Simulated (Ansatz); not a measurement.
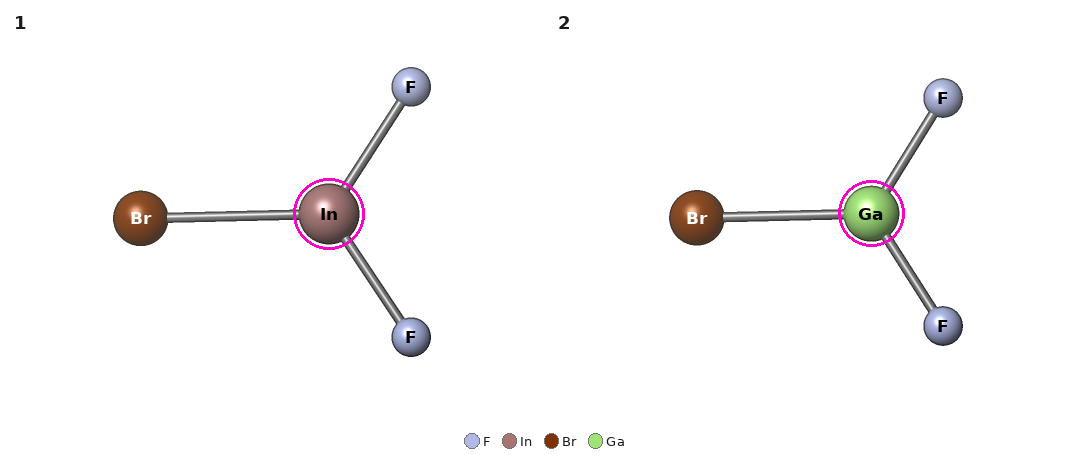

2 molecules with one skeleton, seen from the same side and at one scale; the atom that differs is circled. Each species is neutral and a spin singlet. Computed geometries: PBE0-D4/def2-TZVP optimisations, one conformation each. Properties computed with Ansatz 0.2.0. Elements past Kr carry core potentials.

One atom differs, called X below: In in panel 1, Ga in panel 2. Their formulas are InBrF2 (`[F][In]([F])[Br]`), GaBrF2 (`[F][Ga]([F])[Br]`).

In which is the mean length of X–F larger (PBE0-D4/def2-TZVP)?

In panel 1 (X = In).

In which is the length of X–Br larger (PBE0-D4/def2-TZVP)?

In panel 1 (X = In).

Give the values. With PBE0-D4/def2-TZVP: length of X–Br (Å), mean length of X–F (Å), angle F–X–F (°). With B3LYP-D4/def2-TZVPP: dipole moment (D), HOMO energy (Kohn–Sham orbital) (eV), HOMO–LUMO gap (eV).

```
                            quantity  1 (In)  2 (Ga)   2 − 1
                  length of X–Br (Å)   2.413   2.237  −0.176
              mean length of X–F (Å)   1.925   1.731  −0.194
                     angle F–X–F (°)   113.7   115.9    +2.2
                   dipole moment (D)    1.77    1.43   −0.34
HOMO energy (Kohn–Sham orbital) (eV)   −9.06   −9.15   −0.09
                  HOMO–LUMO gap (eV)    5.53    6.56   +1.03
```
